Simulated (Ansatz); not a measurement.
## LiC$_{18}$: nudged elastic band (part 3 of 3)

LiC$_{18}$ (slab, 19 atoms in the cell); DFT PBE, scalar-relativistic, plane waves, PAW, spin-polarised (Ansatz 0.2.0); cutoff 420 eV, 2×2×1 k-mesh, Gaussian smearing of 0.05 eV, collinear spins. It belongs to a series of runs on one base structure; here: band between the two ends.

Geometry of the input (Å; fractional positions):
```
7.3980  0.0000  0.0000
-3.6990  6.4069  0.0000
0.0000  0.0000  12.0000
C  -0.0115  -0.0052  0.0846
C  0.2118  0.1064  0.0846
C  -0.0110  0.3275  0.0855
C  0.2112  0.4386  0.0855
C  -0.0115  0.6598  0.0845
C  0.2118  0.7714  0.0846
C  0.3235  -0.0052  0.0846
C  0.5456  0.1058  0.0856
C  0.3228  0.3285  0.0856
C  0.5446  0.4387  0.0855
C  0.3228  0.6604  0.0856
C  0.5446  0.7720  0.0855
C  0.6557  -0.0058  0.0855
C  0.8774  0.1058  0.0856
C  0.6557  0.3276  0.0855
C  0.8774  0.4377  0.0856
C  0.6547  0.6604  0.0855
C  0.8768  0.7714  0.0845
Li 1.0996  0.8828  0.2235
```

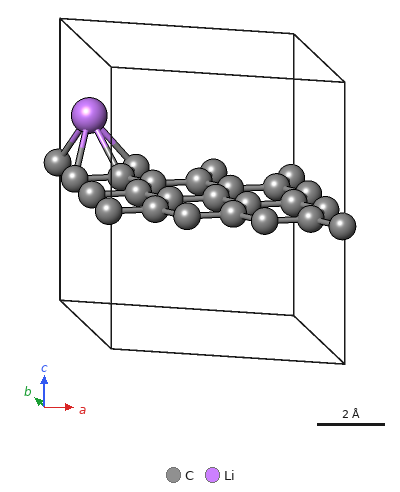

**Figure 1.** The structure as given in the input (ball-and-stick view of the cell of the calculation, with the vacuum cut short, seen slightly off an axis). An atom can appear more than once, as a periodic image.

Output, continued:
```
  atom  12  C     -0.00823789     0.02747127    -0.00467864
  atom  13  C     -0.01004353    -0.03097491     0.00342496
  atom  14  C      0.00002619     0.01886735     0.02108227
  atom  15  C     -0.00337563     0.01028419     0.00720013
  atom  16  C      0.00375176    -0.01233866    -0.00607982
  atom  17  C      0.00000041    -0.02544123     0.01648716
  atom  18  C      0.00848942     0.02738923    -0.00418006
  atom  19  Li    -0.00184496     0.03185062     0.00339958
  max |Σ_I F_I| component: 3.65e-5 eV/Å
--- Band table (eV; the first three rows and the last of 8) ---
  k-point 0 ↑: bands = ["-49.0430", "-19.4962", "-17.0699", "-16.9384", "-16.9156", "-16.8397", "-16.8260", "-16.7937", "-12.5738", "-12.5559", "-12.5343", "-12.5223", "-10.5176", "-10.5028", "-9.6048", "-9.5989", "-9.5897", "-9.5537", "-9.5474", "-9.5336", "-7.7777", "-5.7510", "-5.7492", "-5.7281", "-5.6775", "-5.6641", "-5.6629", "-5.0507", "-4.8857", "-4.7739", "-4.6343", "-4.5914", "-4.5375", "-2.9522", "-2.9396", "-0.1831", "-0.1437", "-0.0448", "-0.0154", "1.0650", "3.1890", "3.6690", "3.7437", "3.8376", "4.3084", "4.6256", "4.7686", "4.8421", "4.9910", "4.9915", "5.0401", "5.4792", "5.4990", "5.7383", "6.6643", "6.7754", "6.8083"]
  k-point 1 ↑: bands = ["-49.0430", "-18.9120", "-18.7678", "-17.5512", "-17.5176", "-15.0851", "-15.0538", "-15.0491", "-15.0009", "-14.2220", "-13.1900", "-11.4083", "-11.3841", "-11.3238", "-11.2940", "-8.0335", "-8.0226", "-7.9467", "-7.9458", "-7.6943", "-7.6925", "-7.1295", "-6.8668", "-6.3532", "-6.3489", "-6.3280", "-5.4715", "-5.4233", "-5.2789", "-5.2088", "-4.1199", "-4.0593", "-2.8780", "-2.8350", "-2.7644", "-2.6363", "-2.3755", "1.2919", "1.6241", "2.1971", "2.2369", "2.4908", "2.5805", "2.5875", "3.6575", "3.9406", "4.2836", "4.4933", "4.5261", "4.7061", "5.8882", "5.9625", "6.2120", "6.2753", "6.3493", "6.4754", "6.5166"]
  k-point 2 ↑: bands = ["-49.0430", "-18.9115", "-18.7687", "-17.5465", "-17.5215", "-15.0993", "-15.0583", "-15.0254", "-15.0078", "-14.2206", "-13.1913", "-11.4003", "-11.3931", "-11.3090", "-11.3040", "-8.0399", "-8.0278", "-7.9478", "-7.9419", "-7.6926", "-7.6881", "-7.1323", "-6.8583", "-6.3503", "-6.3420", "-6.3387", "-5.4590", "-5.4510", "-5.2868", "-5.2116", "-4.1097", "-4.0515", "-2.8819", "-2.8554", "-2.7060", "-2.6608", "-2.3688", "1.3543", "1.4424", "2.1938", "2.3960", "2.5095", "2.5487", "2.5706", "3.6647", "3.9365", "4.2754", "4.4887", "4.5265", "4.7059", "5.8994", "5.9679", "6.2428", "6.2981", "6.3224", "6.3549", "6.5087"]
  k-point 3 ↓: bands = ["-49.0430", "-18.9115", "-18.7687", "-17.5465", "-17.5215", "-15.0993", "-15.0582", "-15.0255", "-15.0078", "-14.2206", "-13.1913", "-11.4003", "-11.3932", "-11.3089", "-11.3041", "-8.0400", "-8.0276", "-7.9479", "-7.9418", "-7.6926", "-7.6881", "-7.1323", "-6.8583", "-6.3503", "-6.3420", "-6.3388", "-5.4589", "-5.4511", "-5.2868", "-5.2116", "-4.1097", "-4.0515", "-2.8822", "-2.8551", "-2.7060", "-2.6608", "-2.3687", "1.3543", "1.4422", "2.1938", "2.3960", "2.5098", "2.5486", "2.5705", "3.6648", "3.9365", "4.2753", "4.4886", "4.5265", "4.7059", "5.8994", "5.9680", "6.2427", "6.2987", "6.3222", "6.3542", "6.5087"]
this run last wrote the band of iteration 12 to [file]
--- NEB band (7 images, 12 band iterations, 590 SCF iterations) ---
  forward barrier  = 0.360225 eV
  backward barrier = 0.360225 eV
  lagrangian_above_aufbau_ev (what the smearing adds, to first order; not taken off the barriers): saddle image -0.000000 eV, end points -0.000000 and -0.000000 eV
  climbing image's point = of a kind that is not told: the force calls were inconclusive, a negative curvature could not be distinguished from the path's own, the only one lies far off the path, or fixed occupations may fill a level only in part (lowest curvatures found: -0.88 and 0.16 eV/Å²)
  energies are F+E_penalty+E_count in eV, relative to image 0
  image     s (Å)  Δ vs image 0  max|band force component| (eV/Å)     M (μB)  M_abs (μB)
      0    0.0000      0.000000                                 —    +0.0000      0.0000
      1    0.4208      0.111918                          3.736e-2    +0.0000      0.0000
      2    0.8337      0.286874                          4.205e-2    +0.0000      0.0000
  *   3    1.2440      0.360225                          4.107e-2    +0.0000      0.0000
      4    1.6536      0.288595                          4.169e-2    +0.0000      0.0000
      5    2.0663      0.114217                          3.671e-2    +0.0000      0.0000
      6    2.4870     -0.000000                                 —    +0.0000      0.0000
  climbing-image geometry (image 3):
  cell:  # Å, volume = 568.7750 Å³
    - [7.398, 0.0, 0.0]
    - [-3.699, 6.406856, 0.0]
    - [0.0, 0.0, 12.0]
  atoms:
    - { symbol: C, position: [-0.010614901488045284, -0.004138372376282231, 0.08504579626941862] }
    - { symbol: C, position: [0.21166320181268372, 0.10728827557532662, 0.08443052685128521] }
    - { symbol: C, position: [-0.010302851369389882, 0.32891034707349176, 0.08481054392880927] }
    - { symbol: C, position: [0.2117352428914542, 0.4396607844848037, 0.08531343807143218] }
    - { symbol: C, position: [-0.011015774702150427, 0.6619036649421505, 0.08366069015405216] }
    - { symbol: C, position: [0.21160466944461506, 0.7727142968896925, 0.07796036756567618] }
    - { symbol: C, position: [0.3234805271645382, -0.0035308497556046778, 0.0805322545008253] }
    - { symbol: C, position: [0.5461134561856107, 0.1072891542472855, 0.08442909364997114] }
    - { symbol: C, position: [0.32328080624996336, 0.3293567925855581, 0.08553407325315932] }
    - { symbol: C, position: [0.5453490914325496, 0.44021419466458855, 0.08500253756372173] }
    - { symbol: C, position: [0.3234078713551125, 0.6619024890446292, 0.08366207830213634] }
    - { symbol: C, position: [0.5458301348972826, 0.7735302034879785, 0.08521380732143877] }
    - { symbol: C, position: [0.6569592559414603, -0.004139116358054902, 0.08504656979698984] }
    - { symbol: C, position: [0.8787192497366771, 0.1069557746814202, 0.08522401987594243] }
    - { symbol: C, position: [0.6565607176086832, 0.32935641022895423, 0.0855318279593699] }
    - { symbol: C, position: [0.8784104867112774, 0.4396599059783793, 0.08531188497921967] }
    - { symbol: C, position: [0.6563700037781091, 0.6622567384370249, 0.08563004472259061] }
    - { symbol: C, position: [0.878183817815503, 0.7735298694340107, 0.0852123011432904] }
    - { symbol: Li, position: [1.2529131395340651, 0.8559480467346476, 0.23994753409067082] }
```

The last band as extended XYZ (Å, eV, eV/Å):
```
19
Lattice="7.3980 0.0000 0.0000 -3.6990 6.4069 0.0000 0.0000 0.0000 12.0000" Properties=species:S:1:pos:R:3:forces:R:3 image=0 energy=-4721.41127
C    -0.0659   -0.0335    1.0146   -0.0011   0.0014   0.0001
C     1.1732    0.6819    1.0155   -0.0009   0.0001  -0.0013
C    -1.2928    2.0985    1.0261    0.0008   0.0003   0.0017
C    -0.0599    2.8104    1.0264    0.0025   0.0016  -0.0007
C    -2.5258    4.2271    1.0145    0.0011  -0.0018   0.0007
C    -1.2867    4.9425    1.0154   -0.0004  -0.0014  -0.0015
C     2.4123   -0.0335    1.0156    0.0000  -0.0001   0.0000
C     3.6446    0.6780    1.0274   -0.0010  -0.0005  -0.0005
C     1.1732    2.1048    1.0273   -0.0006  -0.0001  -0.0008
C     2.4062    2.8104    1.0260   -0.0008   0.0003   0.0011
C    -0.0544    4.2310    1.0273   -0.0002  -0.0006  -0.0009
C     1.1732    4.9461    1.0260   -0.0002  -0.0006   0.0013
C     4.8722   -0.0372    1.0262    0.0003   0.0021  -0.0001
C     6.0997    0.6779    1.0268   -0.0009  -0.0006  -0.0008
C     3.6391    2.0986    1.0261    0.0014  -0.0009   0.0001
C     4.8722    2.8042    1.0267   -0.0012  -0.0004  -0.0007
C     2.4008    4.2310    1.0263   -0.0008  -0.0008  -0.0001
C     3.6330    4.9425    1.0139   -0.0016  -0.0006   0.0029
Li    4.8695    5.6560    2.6820    0.0035   0.0026   0.0007
19
Lattice="7.3980 0.0000 0.0000 -3.6990 6.4069 0.0000 0.0000 0.0000 12.0000" Properties=species:S:1:pos:R:3:forces:R:3 image=2 energy=-4721.12439
C    -0.0643   -0.0273    1.0337    0.0285  -0.0241   0.0237
C     1.1710    0.6859    1.0236    0.0196  -0.0052   0.0115
C    -1.2936    2.1060    1.0184    0.0247   0.0016   0.0157
C    -0.0600    2.8160    1.0202    0.0082  -0.0065  -0.0113
C    -2.5274    4.2392    1.0121    0.0184  -0.0031  -0.0060
C    -1.2873    4.9492    0.9440    0.0141   0.0128  -0.0257
C     2.4104   -0.0243    0.9709    0.0101  -0.0196  -0.0370
C     3.6446    0.6868    1.0065    0.0305   0.0080  -0.0059
C     1.1730    2.1095    1.0283    0.0184   0.0063   0.0149
C     2.4052    2.8191    1.0210    0.0285  -0.0053   0.0294
C    -0.0534    4.2383    0.9960    0.0239  -0.0169  -0.0216
C     1.1755    4.9546    1.0155    0.0157   0.0244  -0.0150
C     4.8739   -0.0282    1.0148    0.0105  -0.0310  -0.0068
C     6.1033    0.6842    1.0262    0.0100   0.0140   0.0253
C     3.6386    2.1085    1.0242    0.0048   0.0015   0.0010
C     4.8718    2.8146    1.0251    0.0223  -0.0125  -0.0002
C     2.4044    4.2414    1.0299    0.0078  -0.0241   0.0191
C     3.6349    4.9539    1.0348    0.0287   0.0167   0.0139
Li    5.6851    5.5095    2.8451   -0.3247   0.0629  -0.0251
19
Lattice="7.3980 0.0000 0.0000 -3.6990 6.4069 0.0000 0.0000 0.0000 12.0000" Properties=species:S:1:pos:R:3:forces:R:3 image=3 energy=-4721.05104
C    -0.0632   -0.0265    1.0206    0.0103  -0.0308   0.0040
C     1.1690    0.6874    1.0132   -0.0065   0.0039   0.0042
C    -1.2929    2.1073    1.0177    0.0002   0.0052   0.0166
C    -0.0599    2.8168    1.0238   -0.0038  -0.0124  -0.0063
C    -2.5299    4.2407    1.0039   -0.0044  -0.0092  -0.0122
C    -1.2928    4.9507    0.9355   -0.0001   0.0227  -0.0310
C     2.4062   -0.0226    0.9664    0.0001  -0.0260  -0.0411
C     3.6433    0.6874    1.0131    0.0067   0.0041   0.0038
C     1.1733    2.1101    1.0264    0.0036   0.0104   0.0072
C     2.4061    2.8204    1.0200    0.0002  -0.0058   0.0309
C    -0.0558    4.2407    1.0039    0.0048  -0.0093  -0.0127
C     1.1768    4.9559    1.0226   -0.0082   0.0275  -0.0047
C     4.8755   -0.0265    1.0206   -0.0100  -0.0310   0.0034
C     6.1051    0.6853    1.0227    0.0000   0.0189   0.0211
C     3.6389    2.1101    1.0264   -0.0034   0.0103   0.0072
C     4.8722    2.8168    1.0237    0.0038  -0.0123  -0.0061
C     2.4061    4.2430    1.0276    0.0000  -0.0254   0.0165
C     3.6355    4.9559    1.0225    0.0085   0.0274  -0.0042
Li    6.1029    5.4839    2.8794   -0.0018   0.0319   0.0034
19
Lattice="7.3980 0.0000 0.0000 -3.6990 6.4069 0.0000 0.0000 0.0000 12.0000" Properties=species:S:1:pos:R:3:forces:R:3 image=4 energy=-4721.12267
C    -0.0616   -0.0282    1.0147   -0.0101  -0.0309  -0.0065
C     1.1677    0.6868    1.0064   -0.0304   0.0080  -0.0055
C    -1.2920    2.1060    1.0184   -0.0242   0.0016   0.0158
C    -0.0595    2.8147    1.0252   -0.0224  -0.0125  -0.0003
C    -2.5322    4.2383    0.9959   -0.0236  -0.0168  -0.0211
C    -1.2983    4.9492    0.9437   -0.0142   0.0129  -0.0256
C     2.4020   -0.0243    0.9706   -0.0099  -0.0196  -0.0369
C     3.6414    0.6859    1.0235   -0.0195  -0.0051   0.0112
C     1.1737    2.1085    1.0243   -0.0046   0.0016   0.0010
C     2.4071    2.8191    1.0210   -0.0282  -0.0052   0.0293
C    -0.0582    4.2392    1.0122   -0.0180  -0.0031  -0.0063
C     1.1775    4.9539    1.0348   -0.0286   0.0170   0.0133
C     4.8767   -0.0273    1.0336   -0.0282  -0.0242   0.0230
C     6.1070    0.6842    1.0262   -0.0100   0.0142   0.0250
C     3.6393    2.1095    1.0283   -0.0182   0.0063   0.0148
C     4.8724    2.8160    1.0202   -0.0082  -0.0065  -0.0111
C     2.4079    4.2414    1.0299   -0.0077  -0.0241   0.0189
C     3.6369    4.9546    1.0155   -0.0155   0.0244  -0.0148
Li    6.5199    5.5094    2.8458    0.3216   0.0621  -0.0242
19
Lattice="7.3980 0.0000 0.0000 -3.6990 6.4069 0.0000 0.0000 0.0000 12.0000" Properties=species:S:1:pos:R:3:forces:R:3 image=6 energy=-4721.41127
C    -0.0598   -0.0372    1.0262    0.0002   0.0021  -0.0002
C     1.1677    0.6779    1.0268   -0.0009  -0.0006  -0.0008
C    -1.2929    2.0986    1.0261    0.0014  -0.0009   0.0000
C    -0.0598    2.8042    1.0267   -0.0011  -0.0004  -0.0008
C    -2.5312    4.2310    1.0263   -0.0008  -0.0008  -0.0002
C    -1.2990    4.9425    1.0139   -0.0015  -0.0006   0.0029
C     2.4001   -0.0335    1.0146   -0.0011   0.0014   0.0000
C     3.6392    0.6819    1.0155   -0.0010   0.0001  -0.0013
C     1.1732    2.0985    1.0261    0.0008   0.0003   0.0017
C     2.4061    2.8104    1.0264    0.0025   0.0016  -0.0007
C    -0.0598    4.2271    1.0145    0.0012  -0.0018   0.0007
C     1.1793    4.9425    1.0154   -0.0004  -0.0014  -0.0016
C     4.8783   -0.0335    1.0156    0.0000  -0.0001  -0.0001
C     6.1106    0.6780    1.0274   -0.0010  -0.0005  -0.0006
C     3.6392    2.1048    1.0273   -0.0007  -0.0001  -0.0009
C     4.8722    2.8104    1.0260   -0.0008   0.0003   0.0011
C     2.4116    4.2310    1.0273   -0.0003  -0.0006  -0.0009
C     3.6392    4.9461    1.0260   -0.0003  -0.0006   0.0013
Li    7.3355    5.6560    2.6820    0.0035   0.0026   0.0006
```

Results in brief:

| quantity | value |
| --- | --- |
| outcome | converged |
| barrier, forward | 0.360 eV |
| barrier, backward | 0.360 eV |
| electrons treated | 75 |
| wall time | 4.5 min (CPU time 8 min) |
| peak memory | 1.9 GiB |

Remarks:

The program warns: spin is on but no starting moments are given.
